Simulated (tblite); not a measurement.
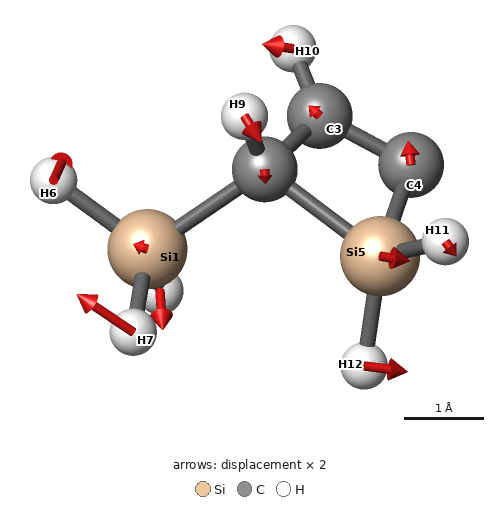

A relaxation of C$_{3}$H$_{7}$Si$_{2}$ (multiplicity 2). The starting structure is drawn; red arrows show the displacements, 2 times their true length. The two geometries are superimposed by the best rigid fit.

Style: ball-and-stick. Shown at a tilt.

All numbers below come from GFN2-xTB geometry optimisation, gas phase (tblite). 

> Which element moves most?

Hydrogen: up to 0.46 Å, against 0.21 Å for silicon.

> What happened in the run?

The energy falls by 0.340 eV in 66 geometry steps. The largest move after the best rigid fit is that of an H atom, 0.46 Å. By element the largest moves are H 0.46 Å, Si 0.21 Å, C 0.16 Å. Among the contacts that change: C–Si 1.841 → 1.955 Å, C–Si 1.821 → 1.882 Å, C–H 1.110 → 1.075 Å, C–C 1.475 → 1.509 Å. Bond angles that change, for instance: Si–C–Si 109.6° → 118.5°, Si–C–H 118.9° → 111.0°, C–Si–H 113.8° → 119.9°. Groups turn about C–Si by about 25°. The run took 0.28 s on 1 thread of Arm Neoverse V2, on a shared host.
